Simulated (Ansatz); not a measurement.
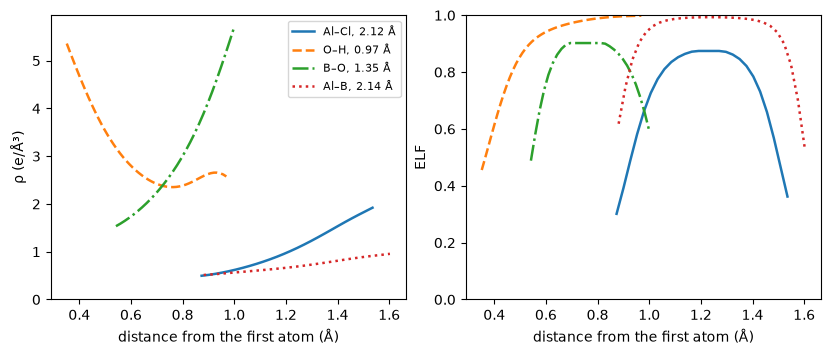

Figure. AlBCl₂H₂O. Total electron density and ELF along straight lines between neighbouring atoms. The curves leave out the atomic cores.

The calculation used RKS B3LYP/def2-mTZVP (Ansatz 0.2.0).

Input file:

```
crystal:
  periodic: [false, false, false]
  atoms:
    - { symbol: B, position_ang: [-1.3716, -0.164, 0.0082] }
    - { symbol: O, position_ang: [-0.3755, -1.025, -0.4726] }
    - { symbol: Al, position_ang: [1.1708, -0.1455, -0.1299] }
    - { symbol: Cl, position_ang: [2.2769, -0.411, 1.8329] }
    - { symbol: Cl, position_ang: [2.0741, 1.2119, -1.639] }
    - { symbol: H, position_ang: [-1.9051, 0.6776, -0.7483] }
    - { symbol: H, position_ang: [-0.88298, -1.86882, -0.57524] }
basis:
  gaussian: { orbitals: def2-mTZVP }
hamiltonian:
  xc: b3lyp
relax:
  f_tol: 0.02
  max_steps: 50
output:
  orbitals: {}
```

Run with:

```sh
ansatz run input.yaml --threads 2 --pin off --max-ram 3072MiB --backend cpu --events-out ev --progress --plain --runs-dir out
```

The fields are those of the run's last geometry, not of the input's.

What can be read from the curves?

Answer. Al–Cl (2.12 Å): ρ at the midpoint is about 0.7 e/Å³; the ELF peaks at about 0.85 in the valence shell of Cl, 0.9 Å from its nucleus, and is about 0.80 at the midpoint.
O–H (0.97 Å): ρ is about 3.7 e/Å³ halfway; the ELF climbs to about 1 towards the hydrogen, as it does in any bond to H (a covalent bond by its length).
B–O (1.35 Å): ρ at the midpoint is about 2.1 e/Å³; the ELF peaks at about 0.90 between the atoms, as expected for a polar covalent bond.
Al–B (2.14 Å): ρ is about 0.6 e/Å³ halfway; the ELF peaks at about 1 between the atoms (a shared electron pair).
